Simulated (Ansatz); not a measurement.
Cl2H3O3Ta···HF

```xyz
11

Ta   -0.3533    0.6564   -0.0972
F     2.2905   -1.0016   -0.1970
Cl    0.4850    1.1281    2.0594
Cl   -0.5959    0.0973   -2.4216
O    -1.9002    1.7268    0.0103
H    -2.7891    1.5288    0.3551
O    -0.7237   -1.1374    0.3619
H    -0.2055   -1.9597    0.2879
O     1.2535    1.6418   -0.7459
H     1.2633    1.7307   -1.7204
H     2.5215   -0.1018   -0.2934
```

Core potentials replace the inner electrons of Ta; not at a stationary point (largest force 0.9 eV/Å).

All numbers below come from RKS PBE-D4/def2-SVP in Ansatz.

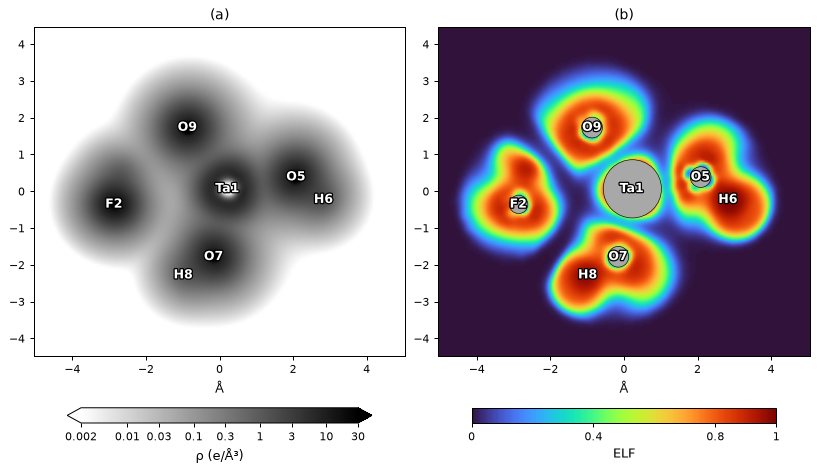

Figure 1. (a) electron density; (b) electron localisation function on the plane of atoms O5, Ta1 and O9. Grey discs cover the atomic cores in the ELF map.

> Describe what can be read from this map.

The plane passes through Ta, F, O and H nuclei. Ta1···F2 (3.12 Å): the density falls to about 0.06 e/Å³ on the way; the ELF dips to about 0 between them. Ta–O (1.88 Å): the density is about 1.1 e/Å³ at the midpoint; the ELF peaks at about 0.85 in the valence shell of O, 0.5 Å from its nucleus, and drops to about 0.25 between the two atoms. Ta–O (1.99 Å): ρ is about 0.86 e/Å³ halfway; the ELF peaks at about 0.85 in the valence shell of O, 0.6 Å from its nucleus, and drops to about 0.25 between the two atoms. O–H (0.97 Å): the density is about 3.6 e/Å³ at the midpoint; the ELF climbs to about 1 towards the hydrogen, as it does in any bond to H (an ordinary covalent bond to hydrogen). The ELF also peaks beside F2, away from the bonds: lone-pair regions.

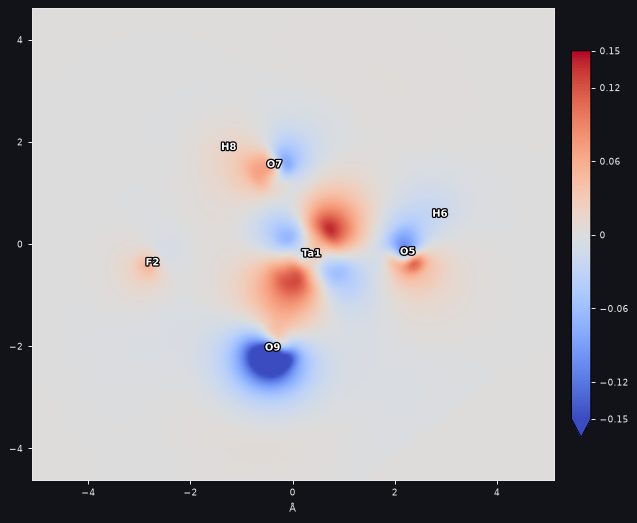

Figure 2. The LUMO on the plane of atoms O5, Ta1 and O7 (values in Å⁻³ᐟ²; the overall sign is arbitrary).

> What is the character of this orbital?

It lies mainly on Ta1 (about 65 %), Cl3 (about 10 %) and Cl4 (about 5 %). Its energy is −3.15 eV.
